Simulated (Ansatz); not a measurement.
The starting structures come from a database of crystals and need not be the phases stable at ambient conditions.

 Where the default PAW files enter, the runs use the earlier of Ansatz's two default sets.

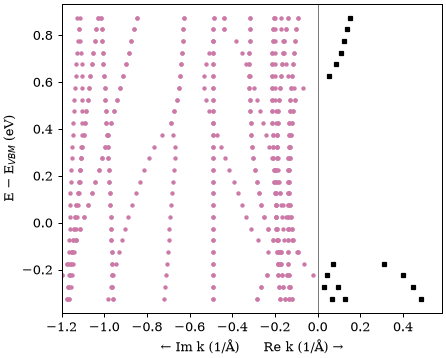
Figure. Complex bands at the centre of the two-dimensional zone; r2SCAN run with Ansatz (an electronic-structure program)

The gap is the functional's own. No spin-orbit coupling. Mid-gap values are interpolated on the energy grid.

Question: This is HgTe (P3_121, not sure to be the ambient phase, 6 atoms a cell, 30.3 Å³ an atom) along the normal of (111). Read off the slowest decay at the centre of the two-dimensional zone at 0.33 eV, the computed energy nearest the middle of the gap.

Answer: κ ≈ 0.13 1/Å, a decay length 1/(2κ) of the density of 3.9 Å.
